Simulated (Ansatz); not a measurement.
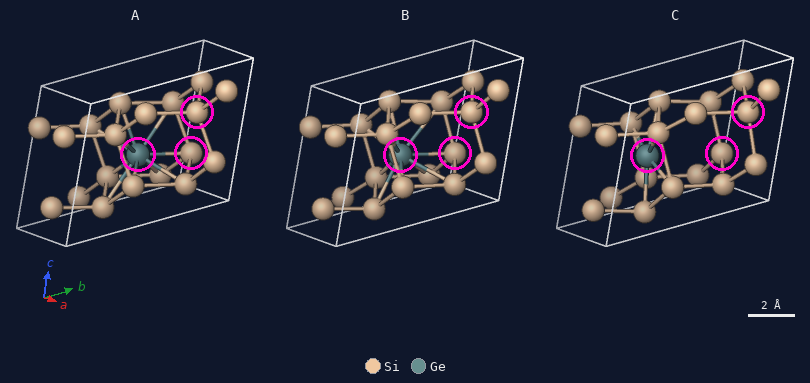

3 geometries from a converged minimum-energy path of Si with an interstitial Ge (17 atoms in the cell), shuffled. The picture is a ball-and-stick view of the reduced simulation cell (origin moved), seen slightly off an axis. The atoms that move most are ringed. Lengths and directions refer to the drawn axes. Bonds to atoms that aren't drawn are left out.

These are results of DFT PBE, scalar-relativistic, plane waves, PAW in Ansatz, not measurements. Run with plane-wave cutoff 420 eV; k-point mesh 2 × 2 × 2; Fermi-Dirac smearing 0.02 eV; 5 movable images; climbing image; force threshold 0.03 eV/Å; iteration limit 48; spring constant 10.0 eV/Å²; starting path by image-dependent pair potential.

Q: Which of them lies highest in energy?

A: C. In order along the path, whose images run from 0 to 6: C (image 3, +0.34 eV), B (image 5, +0.14 eV), A (image 6, 0.00 eV). The Ge atom travels furthest, 2.36 Å from end to end, along [−1 3 −1], on a straight line. At the highest image its nearest neighbour (Si) is 2.43 Å away, against 2.42 Å at the start, and the surrounding atoms stand up to 0.54 Å off the mean of their end positions.

Limits of the set-up: the periodic images lie only 7.7 Å apart, so the values are limited by the cell's size.

PAW datasets: the set soft_1.
